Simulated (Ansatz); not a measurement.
## Electronic structure of B$_{2}$H$_{8}$Si$_{2}$ in real space

Input file:

```
crystal:
  periodic: [false, false, false]
  atoms:
    - {symbol: B, position_ang: [-0.528639, 0.697985, 0.577969]}
    - {symbol: B, position_ang: [0.647620, -0.734519, 0.038611]}
    - {symbol: Si, position_ang: [0.714254, 0.988702, -0.940186]}
    - {symbol: Si, position_ang: [-0.593590, -1.024427, 1.558291]}
    - {symbol: H, position_ang: [-1.766538, -1.920926, 1.378547]}
    - {symbol: H, position_ang: [0.169612, 1.062836, -2.322102]}
    - {symbol: H, position_ang: [1.887371, 1.884552, -0.758339]}
    - {symbol: H, position_ang: [-0.113644, 1.471550, 1.416904]}
    - {symbol: H, position_ang: [1.738648, -0.787030, 0.569023]}
    - {symbol: H, position_ang: [-1.619639, 0.750472, 0.047640]}
    - {symbol: H, position_ang: [0.232658, -1.508060, -0.800271]}
    - {symbol: H, position_ang: [-0.047412, -1.097112, 2.939674]}
basis:
  gaussian:
    orbitals: def2-TZVPD
hamiltonian:
  xc: pbe0
output: {forces: true, orbitals: {seedname: orbitals}}
```

Run with:

```sh
ansatz run input.yaml --threads 2 --pin off --max-ram 4350MiB --events-out events.jsonl --progress --plain --runs-dir runs
```

Geometry: PBE0-D3(BJ)/def2-SVP.

Computed with isolated molecule in a Gaussian basis; Kohn-Sham density functional theory, functional PBE0 (Ansatz).

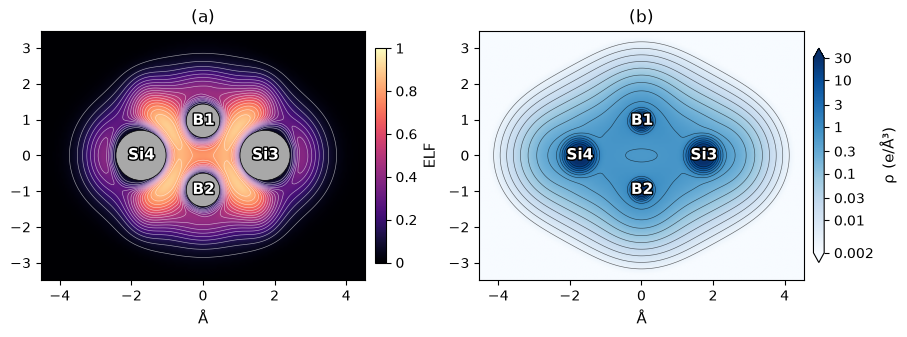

Figure 1. (a) ELF; (b) total electron density on the plane of atoms B1, Si3 and B2. Grey discs cover the atomic cores in the ELF map.

What does the map show?

The section cuts through B and Si sites. Si–B (1.98 Å): ρ is about 0.7 e/Å³ halfway; the ELF peaks at about 0.90 between the atoms, as expected for a covalent bond.

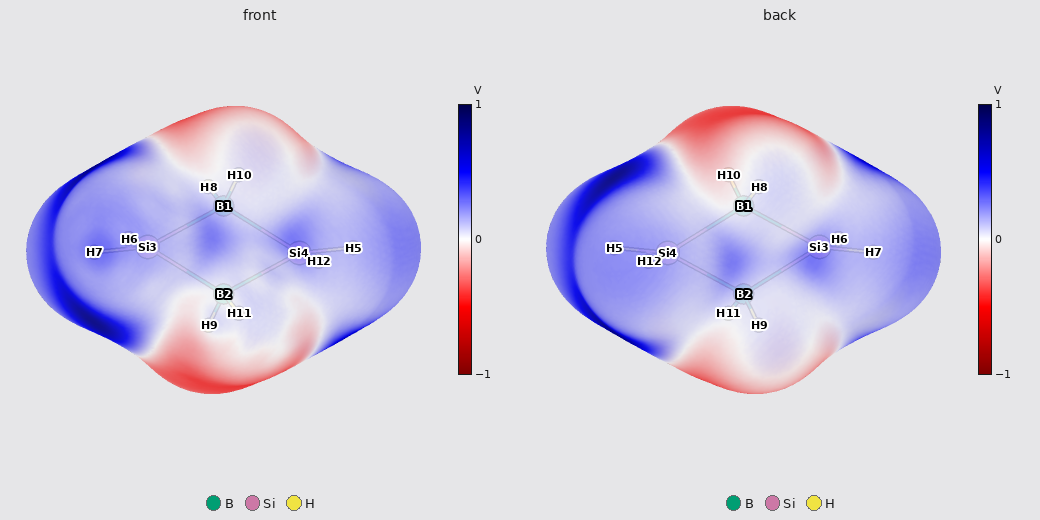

Figure 2. The molecular electrostatic potential painted on the density surface at 0.001 e/bohr³, seen from the front and from behind; red is negative and blue positive.

Which sites attract a positive test charge, and which a negative one?

A positive charge is drawn to the negative regions and a negative charge to the positive ones. The most negative region (about −0.4 V) lies over H9, the most positive (about +0.8 V) over Si3 and Si4.

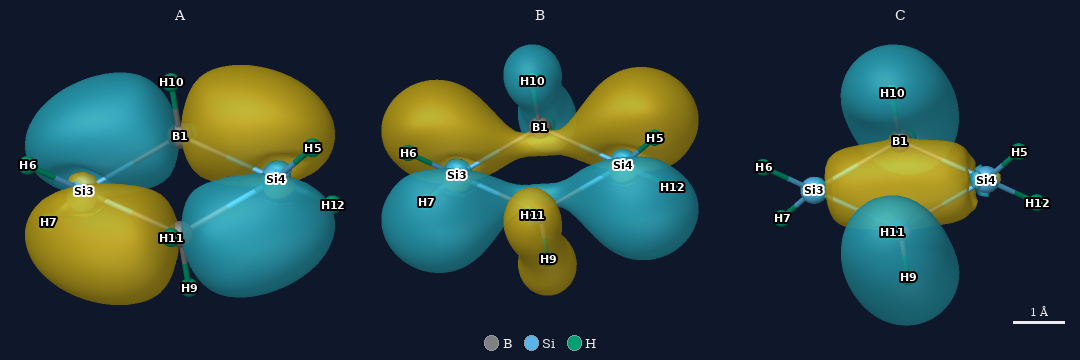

Figure 3. Three frontier orbitals at ±0.08 Å⁻³ᐟ² (yellow and cyan are the two phases), in no order.

Order the three orbitals by energy and name them.

C is the HOMO−1 (−9.21 eV). It lies mainly on B1 (about 25 %), B2 (about 25 %), H8 (about 10 %), H9 (about 10 %), H10 (about 10 %) and H11 (about 10 %); it is gerade (even under inversion). A is the HOMO (−6.94 eV). Its weight (Hirshfeld) is mainly on Si4 (about 25 %), Si3 (about 25 %), B2 (about 20 %) and B1 (about 20 %); it is gerade (even under inversion). B is the LUMO (−2.23 eV). By Hirshfeld shares it lies mainly on Si4 (about 30 %), Si3 (about 30 %), B2 (about 5 %) and B1 (about 5 %); it is ungerade (odd under inversion).

What is the HOMO–LUMO gap?

4.71 eV between the orbital energies.

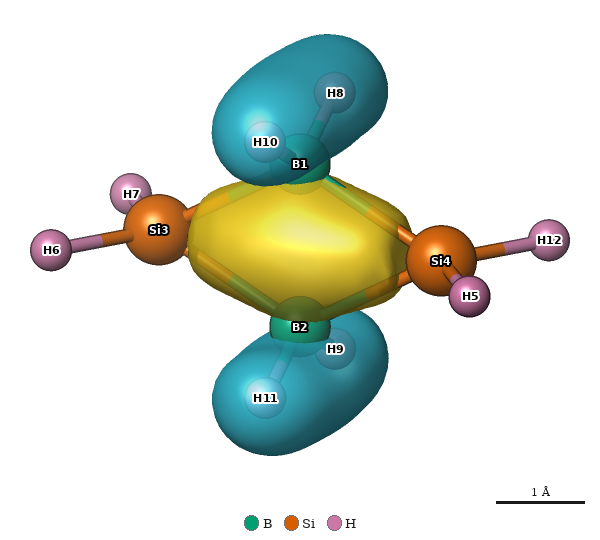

Figure 4. The HOMO−1 at ±0.15 Å⁻³ᐟ² (yellow and cyan are the two phases), seen at a tilt.

What is the character of this orbital?

Its weight (Hirshfeld) is mainly on B1 (about 25 %), B2 (about 25 %), H8 (about 10 %), H9 (about 10 %), H10 (about 10 %) and H11 (about 10 %); it is gerade (even under inversion). Its energy is −9.21 eV.
